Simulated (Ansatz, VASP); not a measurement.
# GaP: VASP beside Ansatz, part 2 of 2

Wanted: the spread between two codes on one cell, functional and k mesh. The cell is taken from a series of VASP runs on this material, whose earlier steps may have relaxed, scaled or displaced it; both programs get it as it stands. Valence electrons are named where the data sets of a main pair hold unlike numbers.

VASP 6.6.1 and Ansatz 0.2.0.

So far, gap on path (eV): step 4 (differences) 1.85.

### 5. VASP: band structure, r2SCAN, spin-orbit coupling

Level of this step: r2SCAN, spin-orbit coupling; plane waves and PAW (Ga_d, P) (VASP).

The same path points are solved in both programs, so levels can be compared one by one.

Input file INCAR:

```
SYSTEM = GaP
PREC = Accurate
ENCUT = 350
EDIFF = 1E-06
NELM = 100
ISMEAR = 0
SIGMA = 0.03
LREAL = .FALSE.
ALGO = Normal
METAGGA = R2SCAN
LASPH = .TRUE.
LNONCOLLINEAR = .TRUE.
MAGMOM = 0 0 0 0 0 0
NBANDS = 30
GGA_COMPAT = .FALSE.
LSORBIT = .TRUE.
LORBIT = 11
LWAVE = .FALSE.
LCHARG = .FALSE.
KPAR = 4
```

Input file POSCAR:

```
GaP
1.0
    0.0000000000      2.7252500000      2.7252500000
    2.7252500000      0.0000000000      2.7252500000
    2.7252500000      2.7252500000      0.0000000000
Ga P
1 1
Direct
    0.0000000000      0.0000000000      0.0000000000
    0.7500000000      0.7500000000      0.7500000000
```

Input file KPOINTS:

```
Automatic mesh
0
Gamma
6 6 6
0 0 0
```

Input file KPOINTS_OPT:

```
Line mode
10
Line-mode
Reciprocal
  0.00000000   0.00000000   0.00000000 GAMMA
  0.50000000   0.00000000   0.50000000 X

  0.50000000   0.00000000   0.50000000 X
  0.50000000   0.25000000   0.75000000 W

  0.50000000   0.25000000   0.75000000 W
  0.37500000   0.37500000   0.75000000 K

  0.37500000   0.37500000   0.75000000 K
  0.00000000   0.00000000   0.00000000 GAMMA

  0.00000000   0.00000000   0.00000000 GAMMA
  0.50000000   0.50000000   0.50000000 L

  0.50000000   0.50000000   0.50000000 L
  0.62500000   0.25000000   0.62500000 U

  0.62500000   0.25000000   0.62500000 U
  0.50000000   0.25000000   0.75000000 W

  0.50000000   0.25000000   0.75000000 W
  0.50000000   0.50000000   0.50000000 L

  0.50000000   0.50000000   0.50000000 L
  0.37500000   0.37500000   0.75000000 K

  0.62500000   0.25000000   0.62500000 U
  0.50000000   0.00000000   0.50000000 X
```

Potentials, in the order of the species: Ga_d and P (PBE family, release 64).

Command:

```
$ mpirun -np 4 vasp_ncl
```

Numbers of over 12 decimals in the logs are rounded to 6 here.

The program printed:

```text
[banner, memory and clock lines left out]
running    4 mpi-ranks, on    1 nodes
[...]
[... a notice as in an earlier step ...]

 LDA part: xc-table for (None), standard interpolation
 POSCAR, INCAR and KPOINTS ok, starting setup
[...]
entering main loop
       N       E                     dE             d eps       ncg     rms          rms(c)
DAV:   1     0.100340145761E+03    0.10034E+03   -0.69779E+03  1442   0.147E+03
DAV:   2    -0.883244772073E+01   -0.10917E+03   -0.10317E+03  1412   0.380E+02
DAV:   3    -0.232674207795E+02   -0.14435E+02   -0.14277E+02  1548   0.105E+02
DAV:   4    -0.237251464654E+02   -0.45773E+00   -0.45699E+00  1620   0.206E+01
[...]
DAV:  11    -0.214547539839E+02    0.14478E-04   -0.89324E-06  1842   0.394E-02    0.255E-02
DAV:  12    -0.214547542756E+02   -0.29168E-06   -0.17060E-05  1458   0.467E-02    0.322E-03
DAV:  13    -0.214547552036E+02   -0.92801E-06   -0.14041E-06  1516   0.191E-02
   1 F= -.21454755E+02 E0= -.21454755E+02  d E =-.105026E-24  mag=    -0.0000     0.0000    -0.0000
 Start KPOINTS_OPT (optional k-point list driver)
k-point batch [1-22\100]
       N       E                     dE             ncg
DAV:   1     0.227158200940E+03   -0.86401E+04     1462
DAV:   2    -0.214230855069E+04   -0.23695E+04     1408
DAV:   3    -0.243787955750E+04   -0.29557E+03     1608
DAV:   4    -0.244616227250E+04   -0.82827E+01     1650
DAV:   5    -0.244633934128E+04   -0.17707E+00     1634
DAV:   6    -0.244634811357E+04   -0.87723E-02     2020
DAV:   7    -0.244634818248E+04   -0.68907E-04     1678
DAV:   8    -0.244634818333E+04   -0.85308E-06     1382
[...]
k-point batch [89-100\100]
       N       E                     dE             ncg
DAV:   1     0.474442342546E+04   -0.63387E+04      802
DAV:   2     0.345056443271E+04   -0.12939E+04      754
DAV:   3     0.328110898335E+04   -0.16946E+03      860
DAV:   4     0.327596775862E+04   -0.51412E+01      866
DAV:   5     0.327586755125E+04   -0.10021E+00      910
DAV:   6     0.327586203888E+04   -0.55124E-02     1058
DAV:   7     0.327586194386E+04   -0.95021E-04      966
DAV:   8     0.327586194035E+04   -0.35149E-05      726
DAV:   9     0.327586194025E+04   -0.10293E-06      574
```

From OUTCAR (step 5):

```text
  Total       -0.0022150     -0.0022150     -0.0022150     -0.0000000      0.0000000      0.0000000
  in kB       -0.0876668     -0.0876668     -0.0876668     -0.0000000      0.0000000      0.0000000
  external PRESSURE =      -0.0876668 kB  Pullay stress =       0.0000000 kB

 POSITION                                       TOTAL-FORCE (eV/Angst)
 -----------------------------------------------------------------------------------
      0.00000      0.00000      0.00000        -0.000000     -0.000000      0.000000
      4.08788      4.08788      4.08788         0.000000      0.000000     -0.000000
 -----------------------------------------------------------------------------------
    total drift:                                0.000008      0.000008      0.000008

  FREE ENERGIE OF THE ION-ELECTRON SYSTEM (eV)
  ---------------------------------------------------
  free  energy   TOTEN  =       -21.4547552036 eV

  energy  without entropy=      -21.4547552036  energy(sigma->0) =      -21.45475520

 magnetization (x)
# of ion       s       p       d       tot
------------------------------------------
    1        0.000   0.000   0.000   0.000
    2        0.000   0.000   0.000   0.000
--------------------------------------------------
tot          0.000   0.000   0.000   0.000

 magnetization (y)
# of ion       s       p       d       tot
------------------------------------------
    1        0.000   0.000   0.000   0.000
    2        0.000   0.000   0.000   0.000
--------------------------------------------------
tot          0.000   0.000   0.000   0.000

 magnetization (z)
# of ion       s       p       d       tot
------------------------------------------
    1        0.000   0.000   0.000   0.000
    2       -0.000  -0.000   0.000  -0.000
--------------------------------------------------
tot         -0.000  -0.000   0.000  -0.000

[... 1 part as in an earlier step ...]

[... 2 further parts left out ...]
[key lines of the parts left out:]
E-fermi :   4.7025
```

The run ends at a pressure of -0.01 GPa.

### 6. Ansatz: band structure, r2SCAN, spin-orbit coupling

The same cell, functional, mesh and smearing now go to Ansatz, which takes its cutoff from its data sets.

The cell is taken from a series of VASP runs on this material, whose earlier steps may have relaxed, scaled or displaced it; both programs get it as it stands.

Input file input.yaml:

```yaml
crystal:
  lattice:
    - [0.0, 2.72525, 2.72525]
    - [2.72525, 0.0, 2.72525]
    - [2.72525, 2.72525, 0.0]
  atoms:
    - { symbol: Ga, position: [0.0, 0.0, 0.0] }
    - { symbol: P, position: [0.75, 0.75, 0.75] }
hamiltonian:
  xc: r2scan
  pseudopotentials: { kind: paw_fr }
magnetization:
  noncollinear: true
  spin_orbit: true
kpoints:
  mp_grid: { grid: [6, 6, 6] }
  band_path:
    path:
      - [0.0, 0.0, 0.0]
      - [0.16667, 0.0, 0.16667]
      - [0.33333, 0.0, 0.33333]
      - [0.44444, 0.0, 0.44444]
      - [0.5, 0.0, 0.5]
      - [0.5, 0.08333, 0.58333]
      - [0.5, 0.19444, 0.69444]
      - [0.5, 0.25, 0.75]
      - [0.45833, 0.29167, 0.75]
      - [0.40278, 0.34722, 0.75]
      - [0.375, 0.375, 0.75]
      - [0.20833, 0.20833, 0.41667]
      - [0.08333, 0.08333, 0.16667]
      - [0.0, 0.0, 0.0]
      - [0.22222, 0.22222, 0.22222]
      - [0.38889, 0.38889, 0.38889]
      - [0.51389, 0.47222, 0.51389]
      - [0.55556, 0.38889, 0.55556]
      - [0.61111, 0.27778, 0.61111]
      - [0.61111, 0.25, 0.63889]
      - [0.56944, 0.25, 0.68056]
      - [0.51389, 0.25, 0.73611]
      - [0.5, 0.27778, 0.72222]
      - [0.5, 0.38889, 0.61111]
      - [0.5, 0.47222, 0.52778]
      - [0.48611, 0.48611, 0.52778]
      - [0.43056, 0.43056, 0.63889]
      - [0.38889, 0.38889, 0.72222]
      - [0.59722, 0.19444, 0.59722]
      - [0.55556, 0.11111, 0.55556]
      - [0.5, 0.0, 0.5]
    npoints: 1
scf:
  occupations: { method: gaussian, width: 0.03 }
  n_extra_bands: 14
output:
  forces: true
  stress: true
  eigenvalues: true
```

Command:

```
$ ansatz run input.yaml --threads 2 --pin off --max-ram 4608MiB --backend cpu --events-out ev --progress --plain --runs-dir out
```

The program printed:

```text
[...]
non-collinear run that drives no moment, with spin-orbit: no starting moment large enough to seed its density (crystal.atoms[].spin), no starting occupations that ask for one, no magnetisation constraint and no magnetic field, so the semilocal B_xc is pinned to zero
Crystal: 2 atoms, lattice volume = 40.481 Å³
[...]
k-point 1: bands = [... 14 lower, 6.4880, 6.4880, 6.5452, 6.5495, 9.7310, 9.7310, 11.5961, 11.5961, ... 10 higher]
  k-point 2: bands = [... 14 lower, 5.9226, 5.9226, 5.9860, 5.9897, 9.1795, 9.1795, 12.0031, 12.0031, ... 10 higher]
  k-point 15: bands = [... 14 lower, 3.3873, 3.4031, 3.4991, 3.5426, 10.6734, 10.6983, 10.8855, 10.8978, ... 10 higher]
[key lines of the parts left out:]
SCF converged after 7 iterations
Magnetization: |M| = 0.0000 μB,  M = (+0.0000, +0.0000, +0.0000) μB
Free energy (F): -4547.756545 eV
Fermi energy:    7.870238 eV
P = ⅓ Tr σ = 0.0586 GPa (0.586 kbar)
```

It took 20 s on 2 threads of Arm Neoverse N1, shared host; peak memory 0.54 GiB; 38 s of CPU time.

### 7. Side by side

What differs besides the data sets and the points named for the pairs above, as far as they apply: spin-orbit coupling enters by fully relativistic files in Ansatz and inside the spheres in VASP. Total energies have different zeros and are not compared.

Compared:

| quantity | Ansatz | VASP | difference |
| --- | --- | --- | --- |
| pressure (GPa) | 0.06 | -0.01 | +0.07 |
| gap over the path points (eV) | 1.821 | 1.828 | -0.007 |

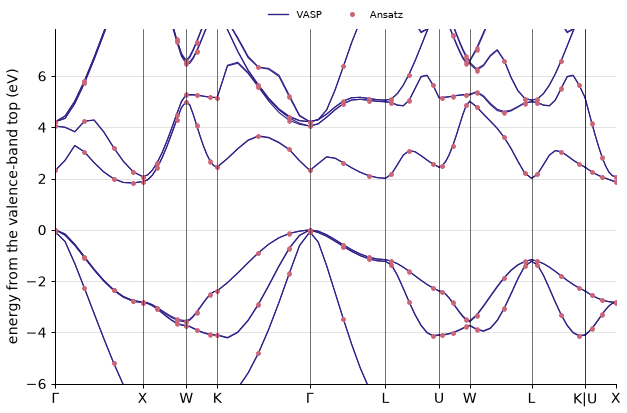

Bands from VASP (lines) and levels from Ansatz (dots). Dots without a line are higher empty bands that the VASP plot leaves out.

Levels at points of the path, from each program's valence-band top (eV; 6 filled, then empty):

| k (reciprocal lattice) | Ansatz | VASP |
| --- | --- | --- |
| 0.000 0.000 0.000 | -0.08 -0.08 0.00 0.00 0.00 0.00 2.34 2.34 4.03 4.03 4.20 4.20 | -0.08 -0.08 0.00 0.00 0.00 0.00 2.32 2.32 4.05 4.05 4.22 4.22 |
| 0.167 0.000 0.167 | -2.27 -2.27 -1.09 -1.09 -1.05 -1.05 3.03 3.03 4.25 4.25 5.71 5.71 | -2.28 -2.28 -1.08 -1.08 -1.05 -1.05 3.04 3.04 4.24 4.24 5.73 5.73 |
| 0.333 0.000 0.333 | -5.18 -5.18 -2.36 -2.36 -2.34 -2.34 1.98 1.98 3.21 3.21 8.66 8.66 | -5.19 -5.19 -2.36 -2.36 -2.33 -2.33 1.99 1.99 3.21 3.21 8.69 8.69 |
| 0.444 0.000 0.444 | -6.71 -6.71 -2.79 -2.79 -2.77 -2.77 1.82 1.82 2.26 2.26 10.70 10.70 | -6.71 -6.71 -2.78 -2.78 -2.76 -2.76 1.83 1.83 2.27 2.27 10.74 10.74 |
| 0.500 0.000 0.500 | -6.99 -6.99 -2.84 -2.84 -2.82 -2.82 1.88 1.88 2.06 2.06 11.23 11.23 | -6.99 -6.99 -2.84 -2.84 -2.82 -2.82 1.88 1.88 2.07 2.07 11.27 11.27 |
| 0.500 0.083 0.583 | -6.94 -6.93 -3.10 -3.08 -3.06 -3.03 2.41 2.43 2.61 2.62 10.00 10.02 | -6.94 -6.93 -3.09 -3.08 -3.05 -3.03 2.42 2.44 2.62 2.63 10.03 10.05 |
| 0.500 0.194 0.694 | -6.80 -6.79 -3.65 -3.64 -3.52 -3.47 4.27 4.29 4.48 4.50 7.34 7.38 | -6.80 -6.79 -3.65 -3.63 -3.51 -3.47 4.27 4.30 4.50 4.51 7.35 7.41 |
| 0.500 0.250 0.750 | -6.77 -6.76 -3.75 -3.73 -3.60 -3.55 5.00 5.00 5.25 5.28 6.47 6.51 | -6.77 -6.76 -3.74 -3.73 -3.59 -3.54 5.01 5.01 5.26 5.29 6.48 6.53 |
| 0.458 0.292 0.750 | -6.77 -6.75 -3.92 -3.90 -3.23 -3.20 4.07 4.08 5.24 5.25 6.93 6.98 | -6.77 -6.75 -3.91 -3.90 -3.23 -3.20 4.08 4.09 5.25 5.26 6.95 6.99 |
| 0.403 0.347 0.750 | -6.77 -6.76 -4.10 -4.08 -2.52 -2.51 2.66 2.67 5.16 5.17 8.23 8.25 | -6.77 -6.76 -4.09 -4.07 -2.52 -2.51 2.67 2.68 5.17 5.18 8.26 8.28 |

Among the levels compared at these points, filled levels agree within 8 meV and empty ones within 38 meV. Ansatz's pressure holds a Pulay correction of 0.04 GPa; VASP's holds none.

### 8. VASP: dielectric response, LDA

The response to a field tests empty states and converges slowly with the mesh.

Input file INCAR:

```
SYSTEM = GaP
PREC = Accurate
ENCUT = 350
EDIFF = 1E-08
NELM = 100
ISMEAR = 0
SIGMA = 0.01
LREAL = .FALSE.
ALGO = Normal
GGA = CA
NBANDS = 15
LORBIT = 11
LWAVE = .FALSE.
LCHARG = .FALSE.
KPAR = 4
LEPSILON = .TRUE.
```

POSCAR is that of step 5.

Input file KPOINTS:

```
Automatic mesh
0
Gamma
10 10 10
0 0 0
```

Potentials, in the order of the species: Ga_d and P (LDA family, release 64).

Command:

```
$ mpirun -np 4 vasp_std
```

The program printed:

```text
[banner, memory and clock lines left out]
running    4 mpi-ranks, on    1 nodes
[...]
LDA part: xc-table for (Slater(with rela. corr.)+CA(PZ))
 , standard interpolation
 POSCAR, INCAR and KPOINTS ok, starting setup
[...]
entering main loop
       N       E                     dE             d eps       ncg     rms          rms(c)
DAV:   1     0.681651646746E+02    0.68165E+02   -0.75252E+03  1440   0.139E+03
DAV:   2    -0.558507901613E+01   -0.73750E+02   -0.70830E+02  1564   0.266E+02
DAV:   3    -0.106772185668E+02   -0.50921E+01   -0.50757E+01  1781   0.614E+01
DAV:   4    -0.107586381097E+02   -0.81420E-01   -0.81396E-01  1746   0.840E+00
[...]
DAV:  12    -0.104424839309E+02    0.18544E-06   -0.47769E-07  1765   0.711E-03    0.456E-03
DAV:  13    -0.104424839127E+02    0.18191E-07   -0.18532E-07  1844   0.410E-03    0.800E-04
DAV:  14    -0.104424839131E+02   -0.43110E-09   -0.75156E-09  1246   0.108E-03
   1 F= -.10442484E+02 E0= -.10442484E+02  d E =-.275919E-11
[...]
Linear response to external field, progress :
  Direction:   2
       N       E                     dE             d eps       ncg     rms          rms(c)
RMM:   1    -0.143247313865E+00   -0.14325E+00    0.51271E+00  5614   0.822E+00
RMM:   2    -0.122062819473E+01   -0.10774E+01   -0.68663E-02 10208   0.176E+00    0.150E+00
RMM:   3    -0.117433812122E+01    0.46290E-01   -0.31627E-02 10285   0.102E+00    0.867E-01
RMM:   4    -0.119646387250E+01   -0.22126E-01   -0.27703E-02 10395   0.951E-01    0.157E-01
[...]
RMM:  11    -0.120687895796E+01    0.37028E-05   -0.58124E-08 10664   0.663E-04    0.776E-05
RMM:  12    -0.120687774453E+01    0.12134E-05   -0.15676E-07  7806   0.248E-04    0.313E-05
RMM:  13    -0.120687706135E+01    0.68319E-06   -0.34666E-08  4843   0.117E-04    0.416E-06
 change of polarisation eV/A/(eV/A) component  2 :     0.664     2.288     0.366
 dielectric tensor                  component  2 :     2.969    11.226     1.637
 Linear response to external field, progress :
  Direction:   3
       N       E                     dE             d eps       ncg     rms          rms(c)
RMM:   1    -0.143758624254E+00   -0.14376E+00    0.51220E+00  5615   0.822E+00
RMM:   2    -0.122064994249E+01   -0.10769E+01   -0.68520E-02 10206   0.176E+00    0.150E+00
[... the rest is left out ...]
```

OUTCAR, selected parts (step 8):

```text
  Total       -0.7062278     -0.7062278     -0.7062278     -0.0000000      0.0000000     -0.0000000
  in kB      -27.9515788    -27.9515788    -27.9515788     -0.0000000      0.0000000     -0.0000000
  external PRESSURE =     -27.9515788 kB  Pullay stress =       0.0000000 kB

 POSITION                                       TOTAL-FORCE (eV/Angst)
 -----------------------------------------------------------------------------------
      0.00000      0.00000      0.00000         0.000000     -0.000000     -0.000000
      4.08788      4.08788      4.08788        -0.000000      0.000000      0.000000
 -----------------------------------------------------------------------------------
    total drift:                                0.000000      0.000000     -0.000001

 MACROSCOPIC STATIC DIELECTRIC TENSOR (including local field effects in DFT)
 ------------------------------------------------------
          11.225571     0.000000     0.000000
          -0.000000    11.225571    -0.000000
          -0.000000    -0.000000    11.225571
 ------------------------------------------------------

[... 1 part as in an earlier step ...]

[... 1 further part left out ...]
```

The gap is read on the k-mesh alone, so it is an upper bound where the band edges lie off the mesh. Energies printed during the response cycles are not total energies of the cell. The dielectric response converges more slowly with the mesh than energies do, so tensor and charges may still move on a finer one.

### 9. Ansatz: dielectric response, LDA

The same cell, functional (in two slightly different forms) and mesh now go to Ansatz, which takes its cutoff from its data sets.

The cell is taken from a series of VASP runs on this material, whose earlier steps may have relaxed, scaled or displaced it; both programs get it as it stands.

Input file input.yaml:

```yaml
crystal:
  lattice:
    - [0.0, 2.72525, 2.72525]
    - [2.72525, 0.0, 2.72525]
    - [2.72525, 2.72525, 0.0]
  atoms:
    - { symbol: Ga, position: [0.0, 0.0, 0.0] }
    - { symbol: P, position: [0.75, 0.75, 0.75] }
hamiltonian:
  xc: lda
  pseudopotentials: { kind: paw }
kpoints:
  mp_grid: { grid: [10, 10, 10] }
scf:
  occupations: { method: fixed }
dielectric:
  method: response
```

Command:

```
$ ansatz run input.yaml --threads 2 --pin off --max-ram 4608MiB --backend cpu --events-out ev --progress --plain --runs-dir out
```

The program printed:

```text
[...]
Crystal: 2 atoms, lattice volume = 40.481 Å³
Basis set: ecut = 420 eV, 749 PW (Γ), exchange–correlation on 54×54×54 points (8 copies of the dense FFT grid, shifted against one another)
Bands: 13, of which v1, the nominal top of the filled ones, is band 9 counted from 1 (8 counted from 0)
Symmetry: 24 space group operations
k-points: 171 of 1000 (irreducible under 4 space group operations, time reversal used)
[...]
site 0:
         2.10152   -0.00000   -0.00000
         0.00000    2.10152    0.00000
         0.00000    0.00000    2.10152
    site 1:
        -2.10152    0.00000    0.00000
        -0.00000   -2.10152   -0.00000
        -0.00000   -0.00000   -2.10152
  Z* charge neutrality: 1.119e-4 e pre-enforcement
  solved inside a basis spanned on kpoints, on 12×12×12 k-points transformed towards the longest dipole: ε∞ is read to err by 3.0e-2, Z* by 1.4e-2 e (field_mesh: kpoints solves on kpoints); Z* is corrected for what the basis lacks
[key lines of the parts left out:]
SCF converged after 8 iterations
Free energy (F): -4433.756375 eV
Fermi energy:    6.839723 eV
```

Elapsed: 58 s, on 2 threads; peak memory 0.62 GiB.

### 10. Differences

What differs besides the data sets and the points named for the pairs above, as far as they apply: the two LDA forms differ slightly; VASP's response is taken on the typed mesh, Ansatz refines its own for the field response alone; the cutoff is 420 eV in Ansatz and 350 eV in VASP; VASP's log shows a relativistic correction to its local exchange, Ansatz's none. Total energies have different zeros and are not compared.

Both answers:

| quantity | Ansatz | VASP | difference |
| --- | --- | --- | --- |
| ε∞ xx | 10.92 | 11.23 | -2.75 % |
| ε∞ yy | 10.92 | 11.23 | -2.75 % |
| ε∞ zz | 10.92 | 11.23 | -2.75 % |
| Born charge of Ga1 (mean of the diagonal) (e) | 2.10 | 2.13 | -0.03 |
| Born charge of P2 (mean of the diagonal) (e) | -2.10 | -2.13 | +0.03 |

### 11. Outcome

- largest difference of a filled level at the path points (band structure, r2SCAN): 7.6 meV
- largest difference of a filled level at the path points (band structure, r2SCAN, spin-orbit coupling): 7.9 meV
- difference in ε∞ xx (dielectric response, LDA): -2.7 %

**Reading.** The difference in ε∞ xx is -2.7 % (dielectric response, LDA), within the 5 % picked in this series as the mark of a large difference. 3 further runs of this series are not shown here. How closely two codes agree says nothing of how well the functional describes the real material.

[Lines on the potential files, build, host, timing and source positions are cut from VASP's logs without a mark.]

[Logs are printed without paths, hosts, clocks, repeated set-up lines and the standing remarks that a program may print on its own settings, such as how far it seeks lower states.]

[Hosts, paths, dates, database ids (printed as entryN), source tags and the programs' standing remarks are cut or masked in the printed files.]
